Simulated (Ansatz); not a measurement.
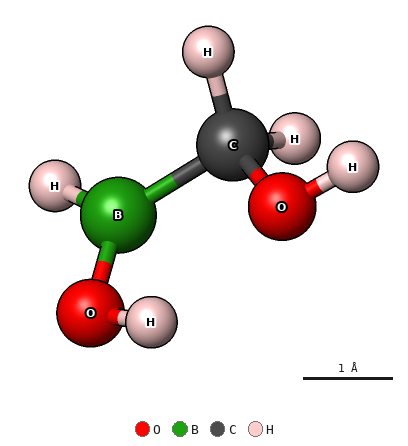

**Figure 1.** The input geometry (ball-and-stick view, seen at a tilt). Bond lengths as drawn: B–C 1.59 Å, B–H 1.22 Å, B–O 1.35 Å, C–H 1.12 Å, C–O 1.43 Å and H–O 0.97 to 0.99 Å.

# Run report: CH₅BO₂, nudged elastic band

- system: CH₅BO₂
- method: RKS PBE/def2-SVP (Ansatz 0.2.0)

One setting was made poor on purpose. It belongs to a series of runs on one base structure; here: band between the two ends.

**Input**
```yaml
crystal:
  periodic: [false, false, false]
  atoms:
    - { symbol: O, position_ang: [-1.455448, 1.107288, -0.080457] }
    - { symbol: B, position_ang: [-0.104848, 1.105036, 0.00325] }
    - { symbol: C, position_ang: [0.623755, -0.306029, 0.036011] }
    - { symbol: O, position_ang: [-0.397711, -1.301491, -0.035323] }
    - { symbol: H, position_ang: [-1.74204, 0.162975, -0.106243] }
    - { symbol: H, position_ang: [0.481239, 2.172098, 0.048776] }
    - { symbol: H, position_ang: [1.241906, -0.383841, 0.966738] }
    - { symbol: H, position_ang: [1.351339, -0.368453, -0.813221] }
    - { symbol: H, position_ang: [0.001808, -2.187581, -0.019531] }
basis:
  gaussian: { orbitals: def2-SVP }
hamiltonian:
  xc: pbe
neb:
  order_check: false
  images: 5
  f_tol: 0.5
  max_iterations: 60
  final_atoms:
    - { symbol: O, position_ang: [-1.03546454, 0.55151426, -0.75051172] }
    - { symbol: B, position_ang: [0.2228069, 0.9906895, 0.07995429] }
    - { symbol: C, position_ang: [0.83291673, -0.23880277, 0.53219367] }
    - { symbol: O, position_ang: [0.03740086, -1.41458663, 0.15825893] }
    - { symbol: H, position_ang: [-1.85886557, 0.84305021, -0.31267296] }
    - { symbol: H, position_ang: [0.4048468, 2.18287338, 0.15540162] }
    - { symbol: H, position_ang: [1.7145225, -0.48279281, 1.14127233] }
    - { symbol: H, position_ang: [-0.8719108, -0.48954941, -0.52040014] }
    - { symbol: H, position_ang: [0.55374713, -1.94239372, -0.48349601] }
  initial_path:
    images:
      - { positions_ang: [[-1.455448, 1.107288, -0.080457], [-0.104848, 1.105036, 0.00325], [0.623755, -0.306029, 0.036011], [-0.397711, -1.301491, -0.035323], [-1.74204, 0.162975, -0.106243], [0.481239, 2.172098, 0.048776], [1.241906, -0.383841, 0.966738], [1.351339, -0.368453, -0.813221], [0.001808, -2.187581, -0.019531]] }
      - { positions_ang: [[-1.40650591, 1.11445277, -0.1291499], [-0.07566869, 1.11467976, 0.02014865], [0.67412194, -0.29007463, 0.08079285], [-0.3119858, -1.31187427, -0.04597825], [-1.71808147, 0.18964975, -0.18434122], [0.49357157, 2.16918651, 0.1029256], [1.23779347, -0.37900479, 1.03260869], [0.99523429, -0.42607311, -0.8640764], [0.11152058, -2.18094001, -0.01293003]] }
      - { positions_ang: [[-1.35756381, 1.12161755, -0.1778428], [-0.04648937, 1.12432353, 0.03704731], [0.72448888, -0.27412025, 0.12557469], [-0.22626059, -1.32225753, -0.05663349], [-1.69412294, 0.21632449, -0.26243945], [0.50590415, 2.16627501, 0.15707521], [1.23368094, -0.37416857, 1.09847938], [0.63912958, -0.48369321, -0.9149318], [0.22123316, -2.17429901, -0.00632905]] }
      - { positions_ang: [[-1.30862172, 1.12878232, -0.2265357], [-0.01731006, 1.13396729, 0.05394596], [0.77485583, -0.25816588, 0.17035654], [-0.14053539, -1.3326408, -0.06728874], [-1.67016442, 0.24299924, -0.34053767], [0.51823672, 2.16336352, 0.21122481], [1.22956841, -0.36933236, 1.16435008], [0.28302487, -0.54131332, -0.9657872], [0.33094575, -2.16765802, 0.00027192]] }
      - { positions_ang: [[-1.21756932, 0.93635964, -0.40119437], [0.06272893, 1.08620803, 0.06261541], [0.79420946, -0.25171151, 0.29096892], [-0.08122331, -1.35995608, 0.00789382], [-1.7330648, 0.44301623, -0.33124943], [0.48044008, 2.1698668, 0.19261708], [1.39121977, -0.40715251, 1.15665749], [-0.10195368, -0.52405868, -0.81732485], [0.40521287, -2.09256992, -0.16098406]] }
      - { positions_ang: [[-1.12651693, 0.74393695, -0.57585305], [0.14276792, 1.03844876, 0.07128485], [0.81356309, -0.24525714, 0.41158129], [-0.02191122, -1.38727135, 0.08307637], [-1.79596519, 0.64303322, -0.3219612], [0.44264344, 2.17637009, 0.17400935], [1.55287113, -0.44497266, 1.14896491], [-0.48693224, -0.50680405, -0.6688625], [0.47948, -2.01748182, -0.32224003]] }
      - { positions_ang: [[-1.03546454, 0.55151426, -0.75051172], [0.2228069, 0.9906895, 0.07995429], [0.83291673, -0.23880277, 0.53219367], [0.03740086, -1.41458663, 0.15825893], [-1.85886557, 0.84305021, -0.31267296], [0.4048468, 2.18287338, 0.15540162], [1.7145225, -0.48279281, 1.14127233], [-0.8719108, -0.48954941, -0.52040014], [0.55374713, -1.94239372, -0.48349601]] }
```

Hardware: 1 thread of Arm Neoverse V2, 24 GiB of memory available, shared host.

Launch command:
```bash
ansatz run input.yaml --threads 1 --pin off --max-ram 2048MiB --backend cpu --events-out ev --progress --plain --runs-dir out
```

**The program's output**
```
Engine: ansatz 0.2.0, aarch64-unknown-linux-gnu
Functional definition: PBE
  parameter kappa = 0.804
  parameter beta = 0.06672455060314922
  exchange = pbe_x(kappa = kappa, mu = beta*pi^2/3)
  correlation = pbe_c(beta = beta)
888 factors; their error is unknown
mean field evaluation 1: about -5870.2253 eV, gradient 6.4e1 eV
mean field evaluation 2: about -5850.7756 eV, gradient 1.2e2 eV
mean field evaluation 4: about -5878.3190 eV, gradient 6.2e0 eV
mean field evaluation 8: about -5878.3987 eV, gradient 1.8e-1 eV
mean field evaluation 16: about -5878.3680 eV, gradient 2.8e-5 eV
mean field -5878.36798294 eV, -216.0260388721 hartree, gradient 2.8e-5 eV, S^2 0.000000; 0 other end points of the search recorded, 0 dependent functions left out
the calculation of the forces begins
reference -5878.36801332 eV, -216.0260399885 hartree; 16, 16 occupied and 65, 65 virtual orbitals, 888 factors
888 factors; their error is unknown
mean field evaluation 32: about -5875.9559 eV, gradient 2.6e-4 eV
mean field -5875.95587073 eV, -215.9373953834 hartree, gradient 6.0e-5 eV, S^2 0.000000; 0 other end points of the search recorded, 0 dependent functions left out
[... from here on the field's lines of each further geometry are left out, up to the last ...]
NEB iter   1: max|band force component| = 2.852e1 eV/Å  barrier→ = 7.8256 eV  barrier← = 5.4135 eV  Δτ_max = 0.1957 Å  (185 SCF iters)
NEB iter   2: max|band force component| = 2.638e0 eV/Å  barrier→ = 4.1024 eV  barrier← = 1.6902 eV  Δτ_max = 0.1983 Å  (172 SCF iters)
NEB iter   3: max|band force component| = 1.911e0 eV/Å  barrier→ = 3.8221 eV  barrier← = 1.4100 eV  Δτ_max = 0.1089 Å  (160 SCF iters)
NEB iter   4: max|band force component| = 1.215e0 eV/Å  barrier→ = 3.5718 eV  barrier← = 1.1597 eV  Δτ_max = 0.1901 Å  (147 SCF iters)
NEB iter   5: max|band force component| = 9.476e-1 eV/Å  barrier→ = 3.4234 eV  barrier← = 1.0113 eV  Δτ_max = 0.1105 Å  (148 SCF iters)
NEB iter   6: max|band force component| = 6.048e-1 eV/Å  barrier→ = 3.3303 eV  barrier← = 0.9182 eV  Δτ_max = 0.0849 Å  (147 SCF iters)
the calculation of the forces begins
reference -5875.55479914 eV, -215.9226562743 hartree; 16, 16 occupied and 65, 65 virtual orbitals, 888 factors
888 factors; their error is unknown
mean field -5875.10097992 eV, -215.9059787254 hartree, gradient 7.0e-6 eV, S^2 0.000000; 1 other end points of the search recorded, 0 dependent functions left out
the calculation of the forces begins
reference -5875.10101039 eV, -215.9059798454 hartree; 16, 16 occupied and 65, 65 virtual orbitals, 888 factors
NEB iter   7: max|band force component| = 4.664e-1 eV/Å  barrier→ = 3.2670 eV  barrier← = 0.8549 eV  CI = image 4  Δτ_max = 0.0000 Å  (286 SCF iters)
```

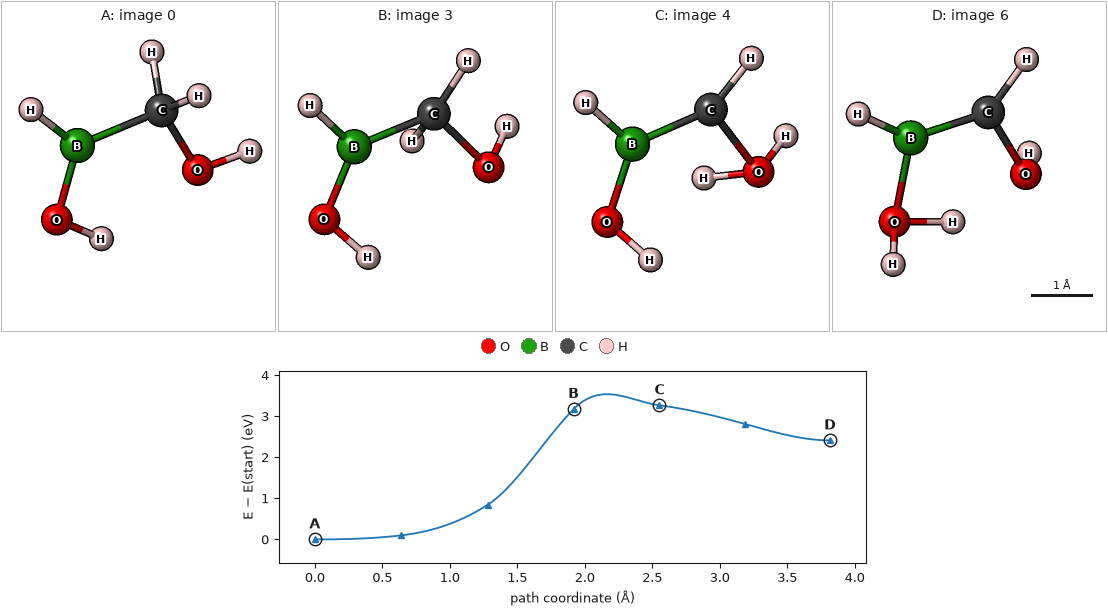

**Figure 2.** Images of the last band (counted from 0; ball-and-stick, seen at a tilt) above the energy along the path; the line is a cubic interpolation that uses the forces. The highest image is number 4, 3.267 eV above the start and 0.855 eV above the end (the climbing image); the end lies 2.412 eV above the start. The path is 3.82 Å long. The band converged in 7 iterations.

```
Total energy: -5875.10101039 eV, -215.9059798454 hartree
Atom 0 at    -1.216508     1.085656    -0.668426 Å, force     0.431452    -0.053033    -0.002203 eV/Å
Atom 1 at     0.015300     1.129798     0.067774 Å, force     0.009779     0.059777     0.077936 eV/Å
Atom 2 at     0.691476    -0.063829     0.566307 Å, force    -0.069628    -0.070372    -0.059191 eV/Å
Atom 3 at    -0.133026    -1.427025    -0.023055 Å, force     0.491626     0.165591    -0.037027 eV/Å
Atom 4 at    -1.829610     0.492819    -0.207868 Å, force    -0.226563    -0.107391     0.044861 eV/Å
Atom 5 at     0.566300     2.205165     0.255155 Å, force    -0.041899     0.058235    -0.028931 eV/Å
Atom 6 at     1.549705    -0.465369     1.109683 Å, force     0.007512    -0.021653     0.129125 eV/Å
Atom 7 at    -0.218832    -0.884957    -0.852190 Å, force    -0.475565    -0.107688    -0.182616 eV/Å
Atom 8 at     0.575197    -2.072258    -0.247380 Å, force    -0.126715     0.076534     0.058045 eV/Å
Dipole moment:     0.063507    -1.109814    -0.175550 e Å
this run last wrote the band of iteration 7 to [file]
```

**The last band as extended XYZ (Å, eV, eV/Å)**
```
9
Properties=species:S:1:pos:R:3:forces:R:3 image=0 energy=-5878.36798
O    -1.4554    1.1073   -0.0805    0.0018  -0.0115   0.0007
B    -0.1048    1.1050    0.0032   -0.0055   0.0054  -0.0009
C     0.6238   -0.3060    0.0360    0.0116   0.0065   0.0010
O    -0.3977   -1.3015   -0.0353   -0.0118   0.0007  -0.0010
H    -1.7420    0.1630   -0.1062    0.0054   0.0051   0.0000
H     0.4812    2.1721    0.0488   -0.0013   0.0060   0.0000
H     1.2419   -0.3838    0.9667   -0.0006  -0.0044  -0.0007
H     1.3513   -0.3685   -0.8132   -0.0014  -0.0044   0.0009
H     0.0018   -2.1876   -0.0195    0.0018  -0.0035   0.0002
9
Properties=species:S:1:pos:R:3:forces:R:3 image=1 energy=-5878.26786
O    -1.4344    1.1781   -0.2616   -0.0539  -0.1029   0.1320
B    -0.1245    1.0822    0.0756   -0.0163   0.0011  -0.0080
C     0.5858   -0.3278    0.1383    0.0139  -0.0071  -0.1171
O    -0.3332   -1.4118    0.2641   -0.0428   0.1122  -0.0617
H    -1.8128    0.2737   -0.3247    0.0249  -0.0258   0.0140
H     0.5078    2.1184    0.1955   -0.0354   0.0173  -0.0072
H     1.4290   -0.3758    0.8696   -0.0265   0.0244  -0.0069
H     1.0541   -0.3366   -0.8812    0.3159   0.0127  -0.0337
H     0.1282   -2.2004   -0.0756   -0.1798  -0.0319   0.0887
9
Properties=species:S:1:pos:R:3:forces:R:3 image=2 energy=-5877.52345
O    -1.3495    1.2249   -0.4596   -0.3347   0.2191   0.4577
B    -0.1205    1.0809    0.1049   -0.2029  -0.1039   0.1634
C     0.5314   -0.3388    0.2784   -0.3032  -0.3822  -0.4830
O    -0.2285   -1.5644    0.3149   -0.1716  -0.0727   0.7334
H    -1.8628    0.4016   -0.3529   -0.0238  -0.1781  -0.2563
H     0.5513    2.1016    0.2350   -0.0234  -0.2336  -0.0878
H     1.4775   -0.3933    0.8790   -0.1070   0.1080  -0.5138
H     0.6118   -0.3548   -0.8393    1.7336   0.8546  -0.2879
H     0.3892   -2.1577   -0.1604   -0.5670  -0.2111   0.2743
9
Properties=species:S:1:pos:R:3:forces:R:3 image=3 energy=-5875.19085
O    -1.2697    1.1650   -0.5991   -0.3630   0.5835   0.4700
B    -0.0594    1.1084    0.0751   -0.3539  -0.1789   0.0625
C     0.5978   -0.2266    0.3867   -0.2279  -0.4273  -0.8946
O    -0.1863   -1.5491    0.1325   -0.5914  -0.8394   0.8919
H    -1.8474    0.4415   -0.3030   -0.0956  -0.2555  -0.2783
H     0.5417    2.1663    0.2710    0.0552  -0.3185  -0.2270
H     1.4960   -0.4219    1.0270   -0.2469   0.1473  -0.7275
H     0.1819   -0.5868   -0.7669    2.2121   1.4929   0.4947
H     0.5456   -2.0969   -0.2233   -0.3885  -0.2041   0.2081
9
Properties=species:S:1:pos:R:3:forces:R:3 image=4 energy=-5875.10098
O    -1.2165    1.0857   -0.6684    0.4315  -0.0530  -0.0022
B     0.0153    1.1298    0.0678    0.0098   0.0598   0.0779
C     0.6915   -0.0638    0.5663   -0.0696  -0.0704  -0.0592
O    -0.1330   -1.4270   -0.0231    0.4916   0.1656  -0.0370
H    -1.8296    0.4928   -0.2079   -0.2266  -0.1074   0.0449
H     0.5663    2.2052    0.2552   -0.0419   0.0582  -0.0289
H     1.5497   -0.4654    1.1097    0.0075  -0.0217   0.1291
H    -0.2188   -0.8850   -0.8522   -0.4756  -0.1077  -0.1826
H     0.5752   -2.0723   -0.2474   -0.1267   0.0765   0.0580
9
Properties=species:S:1:pos:R:3:forces:R:3 image=5 energy=-5875.55477
O    -1.0672    0.7286   -0.7698    0.5311  -0.5612  -0.2488
B     0.1239    1.0784    0.0834    0.1946  -0.1323   0.0103
C     0.7320   -0.1440    0.5709    0.0514  -0.1270  -0.0367
O    -0.0816   -1.3393    0.0301    0.0795   0.5680  -0.2073
H    -1.8239    0.6081   -0.1696   -0.2028   0.1438   0.0010
H     0.5276    2.2163    0.2043   -0.2439   0.0727  -0.0078
H     1.6091   -0.5002    1.1133    0.0656  -0.0773   0.1789
H    -0.5570   -0.6374   -0.7383   -0.4206  -0.0081   0.6219
H     0.5371   -2.0107   -0.3242   -0.0549   0.1214  -0.3115
9
Properties=species:S:1:pos:R:3:forces:R:3 image=6 energy=-5875.95587
O    -1.0355    0.5515   -0.7505   -0.0035  -0.0053  -0.0007
B     0.2228    0.9907    0.0800   -0.0033   0.0178  -0.0193
C     0.8329   -0.2388    0.5322    0.0089   0.0026   0.0048
O     0.0374   -1.4146    0.1583   -0.0011  -0.0119   0.0031
H    -1.8589    0.8430   -0.3127    0.0017  -0.0005  -0.0019
H     0.4048    2.1829    0.1554    0.0004  -0.0055   0.0128
H     1.7145   -0.4828    1.1413   -0.0049  -0.0010  -0.0031
H    -0.8719   -0.4895   -0.5204    0.0013   0.0092   0.0044
H     0.5537   -1.9424   -0.4835    0.0005  -0.0054  -0.0001
```

**Results in brief**

| quantity | value |
| --- | --- |
| outcome | converged |
| barrier, forward | 3.267 eV |
| barrier, backward | 0.855 eV |
| wall time | 66 s |
| peak memory | 0.14 GiB |

A deliberately poor setting: loose force. The order of the saddle point was not checked.
